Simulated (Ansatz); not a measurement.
**H$_{4}$InNS$_{2}$ (SMILES [NH2][In]([SH])[SH]): density, localisation and related maps**

Input file:

```
crystal:
  periodic: [false, false, false]
  atoms:
    - { symbol: "N", position_ang: [-0.98056, 1.81719, -0.28762] }
    - { symbol: In, position_ang: [-0.01357, 0.02934, 0.00547] }
    - { symbol: S, position_ang: [2.4107, -0.07091, -0.08986] }
    - { symbol: S, position_ang: [-1.24135, -1.91106, 0.79888] }
    - { symbol: H, position_ang: [-1.94827, 1.70022, -0.57282] }
    - { symbol: H, position_ang: [-0.52794, 2.40287, -0.98345] }
    - { symbol: H, position_ang: [2.43078, -1.39609, 0.01499] }
    - { symbol: H, position_ang: [-0.12978, -2.57156, 1.1144] }
basis:
  gaussian: { orbitals: def2-SVP }
hamiltonian:
  xc: cam_b3lyp
  dispersion: d4
relax:
  f_tol: 0.015
  max_steps: 40
output:
  orbitals: {}
```

Run with:

```sh
ansatz run input.yaml --threads 2 --pin off --max-ram 3072MiB --backend cpu --events-out ev --progress --plain --runs-dir out
```

The fields are those of the run's last geometry, not of the input's.

Core potentials replace the inner electrons of In.

Level of theory: RKS CAM-B3LYP-D4/def2-SVP in Ansatz.

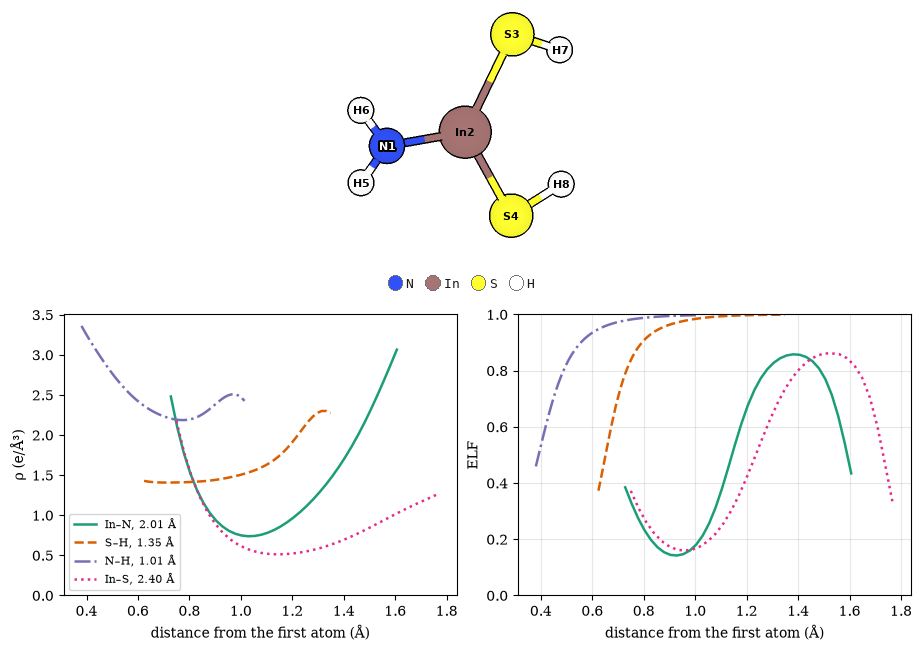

Figure 1. Electron density and ELF along straight lines between neighbouring atoms. The curves leave out the atomic cores. The structure is drawn too.

Question: Compare the contacts.

Answer: In–N (2.01 Å): ρ at the midpoint is about 0.75 e/Å³; the ELF peaks at about 0.85 in the valence shell of N, 0.6 Å from its nucleus, and drops to about 0.15 between the two atoms.
S–H (1.35 Å): ρ at the midpoint is about 1.4 e/Å³; the ELF climbs to about 1 towards the hydrogen, as it does in any bond to H.
N–H (1.01 Å): the density is about 2.7 e/Å³ at the midpoint; the ELF climbs to about 1 towards the hydrogen; a covalent bond by its length.
In–S (2.40 Å): ρ at the midpoint is about 0.52 e/Å³; the ELF peaks at about 0.85 in the valence shell of S, 0.9 Å from its nucleus, and drops to about 0.15 between the two atoms.

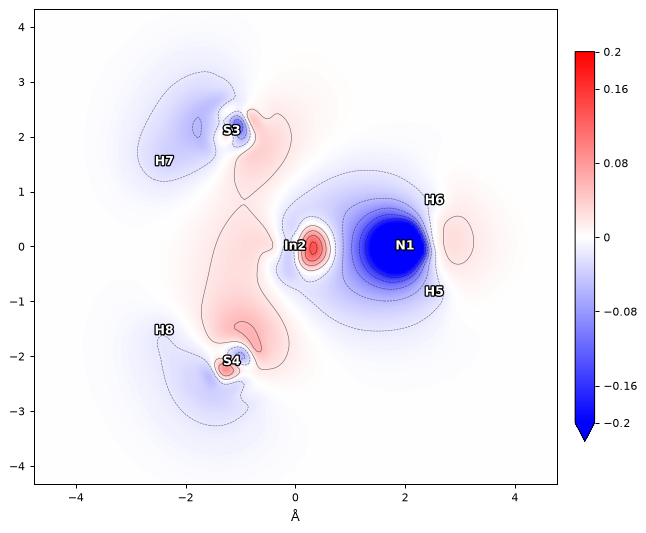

Figure 2. The HOMO on the plane of atoms In2, S4 and H8 (values in Å⁻³ᐟ²; the overall sign is arbitrary).

Question: What is the character of this orbital?

Answer: By Hirshfeld shares it lies mainly on N1 (about 55 %), S3 (about 15 %), S4 (about 15 %) and In2 (about 10 %); largely a combination of lone pairs on N1, S3 and S4. Its energy is −8.32 eV.
